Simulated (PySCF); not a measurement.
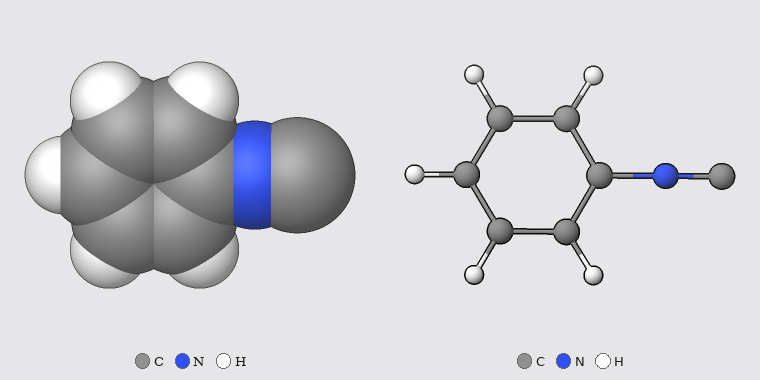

The same structure drawn twice, from different directions.

The computed structure is the end point of a PBE0-D3(BJ)/def2-TZVP optimisation. No frequency run is at hand to confirm it as a minimum.

Question: What is the molecular formula?

Answer: C7H5N, 13 atoms: 7 carbon, 5 hydrogen and 1 nitrogen.

Question: What is its SMILES?

Answer: [C-]#[N+]c1ccccc1

More results for the same structure follow; atom numbers are the same in all pictures, views and colours differ.

## Symmetry

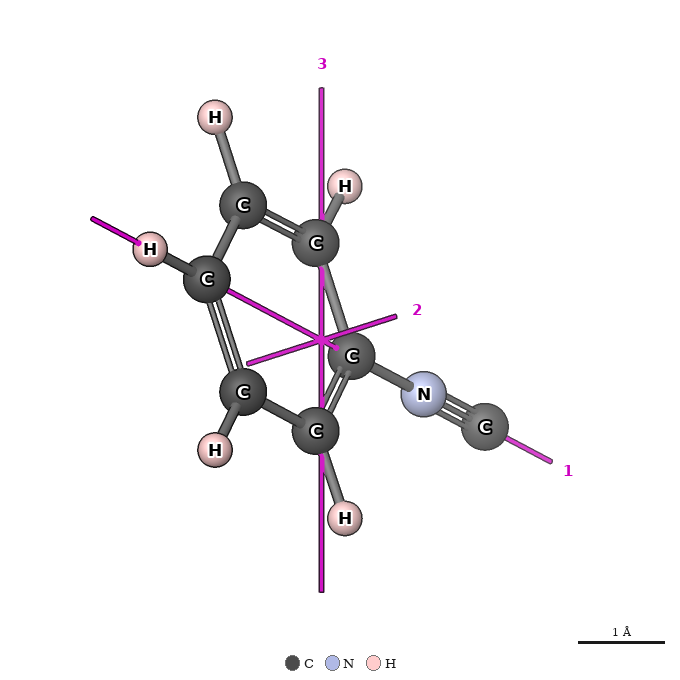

The three principal axes of inertia are drawn and numbered. Depth is shown by fading: the farther an atom, the more it takes the colour of the background. No frequency run is at hand to confirm it as a minimum. Masses are those of the most abundant isotopes; constants are for the rigid equilibrium geometry.

Question: Which line is the a axis (least moment of inertia), which b and which c?

Answer: a is line 1, b is line 3, c is line 2; the moments are 88.2, 305, 393 u Å².

Question: Classify the rotor and give the rotational constants (cm⁻¹).

Answer: An asymmetric top (C2v): A = 0.191, B = 0.0552, C = 0.0428 cm⁻¹. Ray's parameter κ is −0.83, nearer the prolate limit.

## NMR shielding

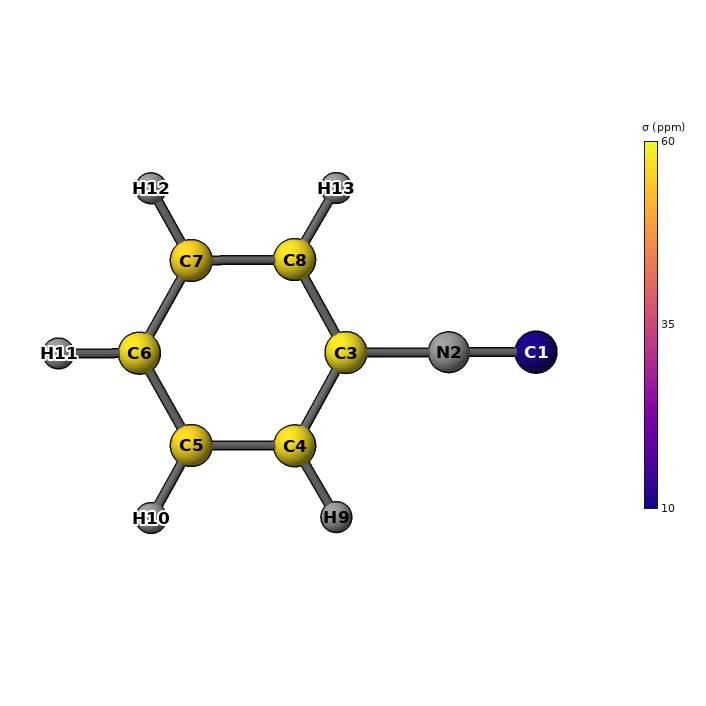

Atoms are coloured by their isotropic NMR shieldings (C only, the others grey). No frequency run is at hand to confirm it as a minimum. Level of theory: GIAO KT3/pcSseg-2 NMR shielding, non-relativistic, gas phase (PySCF 2.14.0).

Question: Which C atom is the most shielded (lowest chemical shift)?

Answer: C3 (57.6 ppm).

Question: Which C atom is the least shielded (highest chemical shift)?

Answer: C1 (11.5 ppm).

Question: How wide is the range of C shifts?

Answer: 46.1 ppm.

Give the isotropic NMR shieldings of the C atoms atom by atom.

| atom | σ (ppm) |
| --- | --- |
| C1 | 11.5 |
| C3 | 57.6 |
| C4 | 57.2 |
| C5 | 56.0 |
| C6 | 57.4 |
| C7 | 56.0 |
| C8 | 57.2 |

## Levels of theory compared

No frequency run is at hand to confirm it as a minimum. Program: PySCF 2.14.0.

Compare HOMO energy (eV), dipole (D) at these levels: B97-2/pcSseg-2; KT3/pcSseg-2; PBE0/pcSseg-2; WP04/pcSseg-2 in chloroform (IEF-PCM); ωB97X-D/pcSseg-2; ωB97X-D/pcSseg-2 in chloroform (IEF-PCM).

```tsv
level	HOMO energy (eV)	dipole (D)
B97-2/pcSseg-2	−7.39	4.06
KT3/pcSseg-2	−6.64	4.03
PBE0/pcSseg-2	−7.64	4.08
WP04/pcSseg-2 in chloroform (IEF-PCM)	−8.59	4.90
ωB97X-D/pcSseg-2	−9.34	4.04
ωB97X-D/pcSseg-2 in chloroform (IEF-PCM)	−9.23	4.90
```

## Core levels

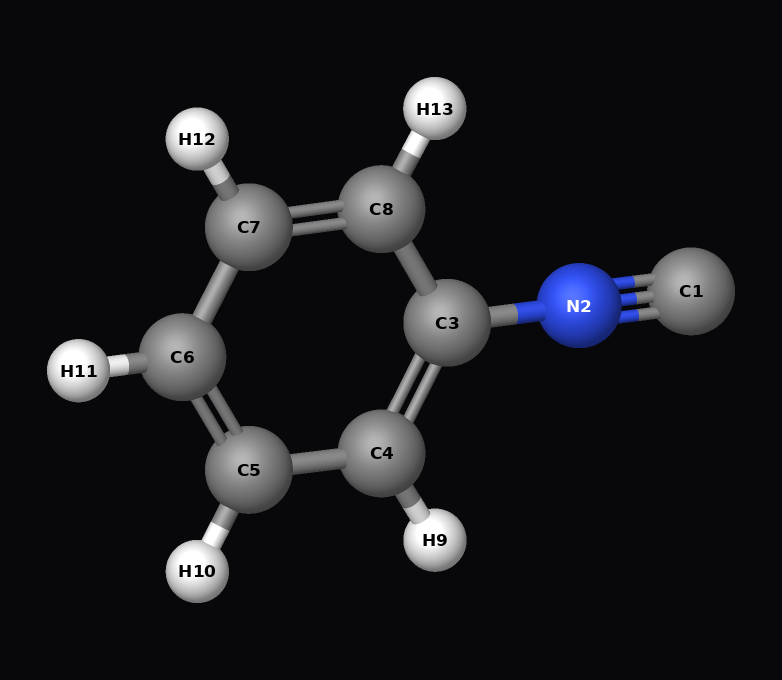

No frequency run is at hand to confirm it as a minimum. Method: delta-SCF UKS SCAN, pcX-3 on the ionised atom, pcseg-2 elsewhere, spin-free X2C (PySCF 2.14.0).

Give the core-electron binding energies (to vacuum) of C1 1s, N2 1s, C3 1s, C4 1s, C5 1s, C6 1s.

```json
{"atom": "C1", "level": "1s", "binding energy (eV)": "291.5"}
{"atom": "N2", "level": "1s", "binding energy (eV)": "406.3"}
{"atom": "C3", "level": "1s", "binding energy (eV)": "292.3"}
{"atom": "C4", "level": "1s", "binding energy (eV)": "290.7"}
{"atom": "C5", "level": "1s", "binding energy (eV)": "290.7"}
{"atom": "C6", "level": "1s", "binding energy (eV)": "290.6"}
```

## Charges

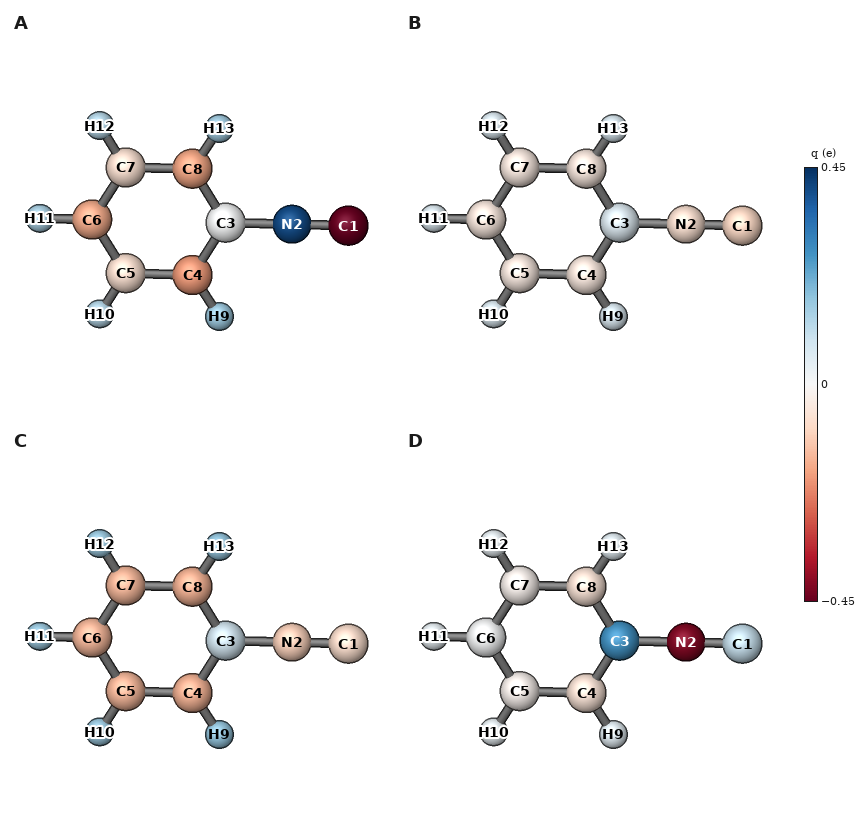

Atomic charges of one calculation by 4 schemes, on one colour scale. No frequency run is at hand to confirm it as a minimum. Method: PBE0/pcSseg-2 (PySCF 2.14.0).

Question: The schemes are ESP-fitted, Hirshfeld, IAO, Mulliken. Which panel shows which?

Answer: A ESP-fitted, B Hirshfeld, C IAO, D Mulliken.

List the charges (e), one line for each set of equivalent atoms.

```
    atom  ESP-fitted  Hirshfeld    IAO  Mulliken
      C1       −0.45      −0.09  −0.08      0.10
      N2        0.40      −0.07  −0.10     −0.42
      C3        0.01       0.06   0.09      0.27
  C4, C8       −0.19      −0.04  −0.15     −0.06
  C5, C7       −0.07      −0.04  −0.14     −0.02
      C6       −0.17      −0.04  −0.15      0.00
 H9, H13        0.16       0.06   0.17      0.05
H10, H12        0.13       0.06   0.16      0.03
     H11        0.14       0.06   0.16      0.03
```

Mulliken values depend strongly on the basis set and can even reverse the polarity of a bond.
